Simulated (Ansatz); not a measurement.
# GeH2S (SMILES [SH][GeH]): the electronic atomisation energy, rung by rung

GeH2S: 4 atoms, total charge 0, spin state singlet. As SMILES, `[SH][GeH]`. The coordinates come from a PBE0-D4/def2-TZVP relaxation.

Quantity: the electronic atomisation energy, in eV. The values are calculated. Electronic energies at fixed atoms, without zero-point motion or spin-orbit coupling.

```json
{"level": "PBE/STO-3G", "kind": "GGA", "program": "Ansatz", "value (eV)": "14.22", "less FCI/STO-3G": "+2.72", "CPU time (all runs)": "7.8 s"}
{"level": "r2SCAN0/STO-3G", "kind": "hybrid meta-GGA", "program": "Ansatz", "value (eV)": "13.51", "less FCI/STO-3G": "+2.01", "CPU time (all runs)": "18 s"}
{"level": "CAM-B3LYP/STO-3G", "kind": "range-separated hybrid", "program": "Ansatz", "value (eV)": "13.66", "less FCI/STO-3G": "+2.16", "CPU time (all runs)": "5.7 s"}
{"level": "B2PLYP/STO-3G", "kind": "double hybrid", "program": "Ansatz", "value (eV)": "12.96", "less FCI/STO-3G": "+1.46", "CPU time (all runs)": "3.8 s"}
{"level": "MP2/STO-3G", "kind": "perturbation theory", "program": "Ansatz", "value (eV)": "10.93", "less FCI/STO-3G": "-0.57", "CPU time (all runs)": "0.36 s"}
{"level": "CCSD(T)/STO-3G", "kind": "coupled cluster or CI", "program": "Ansatz", "value (eV)": "11.48", "less FCI/STO-3G": "-0.02", "CPU time (all runs)": "0.54 s"}
{"level": "CCSD/STO-3G", "kind": "coupled cluster or CI", "program": "Ansatz", "value (eV)": "11.42", "less FCI/STO-3G": "-0.08", "CPU time (all runs)": "0.53 s"}
{"level": "CCSDT(Q)/STO-3G", "kind": "coupled cluster or CI", "program": "Ansatz", "value (eV)": "11.50", "less FCI/STO-3G": "0.00", "CPU time (all runs)": "1.3 s"}
{"level": "FCI/STO-3G", "kind": "exact in the basis", "program": "Ansatz", "value (eV)": "11.50", "less FCI/STO-3G": "0.00", "CPU time (all runs)": "6.7 s"}
```

FCI/STO-3G is exact within its basis and frozen core, so for wave-function methods in that basis the difference is their error; functionals converge differently with the basis, so for them it is only a difference. All-electron rows without a relativistic Hamiltonian named are non-relativistic. The values span 10.93 to 14.22 eV. Spin contamination of the reference (⟨S²⟩ at least 0.1 too high) touches PBE/STO-3G, r2SCAN0/STO-3G, CAM-B3LYP/STO-3G. All rows use very small basis sets, so even the best lies far from the true value. In the correlated wave-function rows the outer d shell of Ge is correlated, in sets not made for it. Times are those of the runs behind each value, whatever else they computed, on shared processors of several kinds: orders of magnitude only.

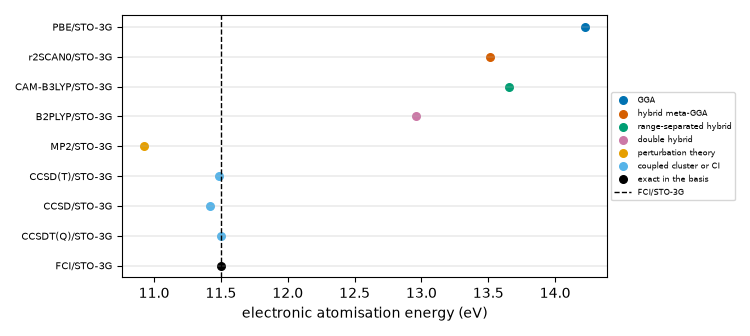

The values of the table, level by level.
